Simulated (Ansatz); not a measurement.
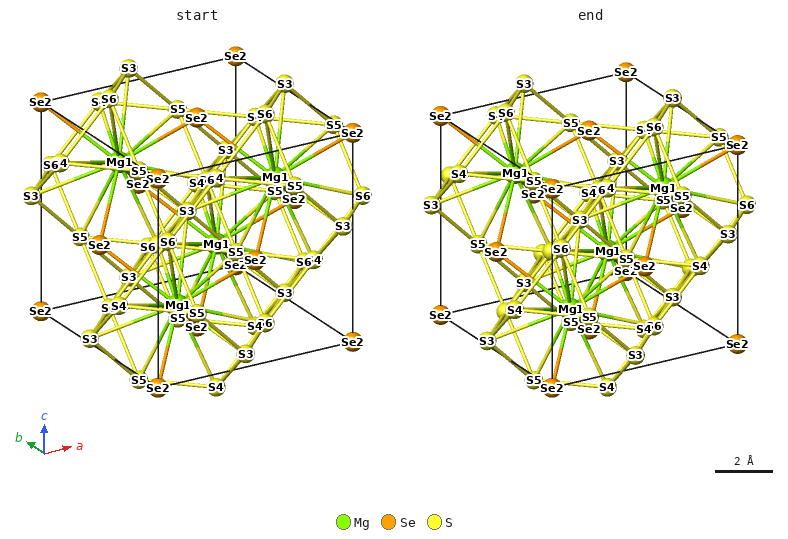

The structure of a crystal of MgSeS₄ (a generated structure, set up in F-43m) (coarse preliminary run) before (left) and after (right) a relaxation, at one scale.

A ball-and-stick model of the conventional cell (4 times the calculation's cell), seen from a free direction. Lengths and directions refer to the drawn axes.

Theory: Ansatz 0.2.0, DFT PBE, scalar-relativistic, plane waves, PAW.

The input:
```yaml
crystal:
  lattice:
    - [0.0, 4.00478092, 4.00478092]
    - [4.00478092, 0.0, 4.00478092]
    - [4.00478092, 4.00478092, 0.0]
  atoms:
    - { symbol: Mg, position: [0.75, 0.75, 0.75] }
    - { symbol: Se, position: [0.0, 0.0, 0.0] }
    - { symbol: S, position: [0.87760997, 0.37413001, 0.37413001] }
    - { symbol: S, position: [0.37413001, 0.37413001, 0.37413001] }
    - { symbol: S, position: [0.37413001, 0.87760997, 0.37413001] }
    - { symbol: S, position: [0.37413001, 0.37413001, 0.87760997] }
basis:
  ecutwfc: 420
kpoints:
  mp_grid: { grid: [4, 4, 4] }
hamiltonian:
  xc: pbe
scf:
  occupations: { method: gaussian, width: 0.1 }
  lower_state_search: "off"
output:
  forces: true
  stress: true
  eigenvalues: true
relax:
  adjacent_minimum: "off"
  f_tol: 0.04
  max_steps: 70
  cell: { stress_tol: 0.4 }
```

Run as
```bash
ansatz run input.yaml --threads 1 --pin off --max-ram 2048MiB --backend cpu --events-out ev --progress --plain --runs-dir out
```

What changed between the two?

Answer. Over 1 accepted move (2 points after the start) the energy falls by 71.3 meV per atom. The largest force component goes from 0.051 to 0.026 eV/Å. The pressure goes from −6.71 to −0.14 GPa. The SCF was repeated once at an unchanged geometry on a basis and grid sized afresh for the cell, which shifted the energy by 0.1 meV per atom at most. No atom moves by more than 0.005 Å relative to the cell. The drawn cell changes as follows: a = b = c 8.010 → 7.626 Å (−4.8 %); the volume changes by −13.7 %. Among the contacts that change: Mg1–Se2 3.468 → 3.302 Å, Mg1–S3 3.323 → 3.164 Å, S3–S4 2.812 → 2.675 Å, S3–S4 (another image) 2.852 → 2.717 Å. The space group stays F-43m (No. 216).
